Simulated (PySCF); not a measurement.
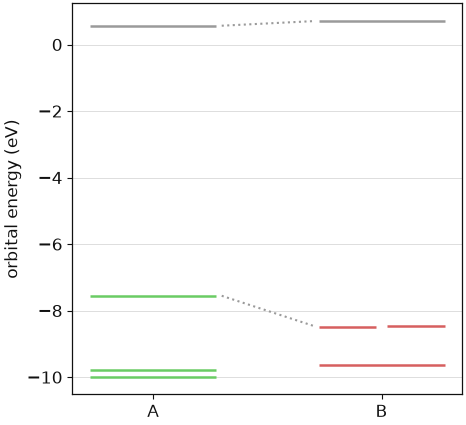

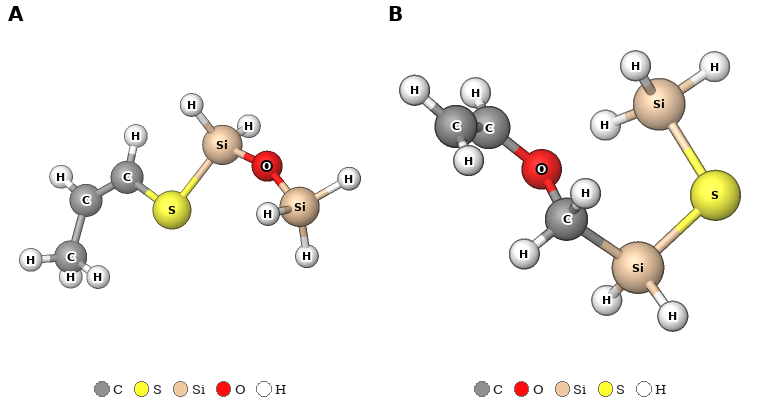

Related molecules: A is C₃H₁₀OSSi₂, SMILES C/C=C\S[SiH2]O[SiH3]; B is C₃H₁₀OSSi₂, SMILES C=COC[SiH2]S[SiH3]. Frontier orbital energies, CAM-B3LYP/def2-SVPD in PySCF 2.14.0, at a GFN2-xTB geometry (no frequency check); drawn are at most three filled levels and, in grey, the LUMO with any level within 0.03 eV of it; dotted lines join the HOMOs and the LUMOs.

What does the change do to the frontier levels?

Answer. From A to B the HOMO falls by 0.90 eV and the LUMO rises by 0.14 eV, so the separation goes from 8.12 to 9.16 eV.

Caveats, for all or some of the runs: empty levels above zero depend strongly on the basis; one conformer of a flexible molecule; the tight-binding geometry is rougher than a DFT one and adds to the error.
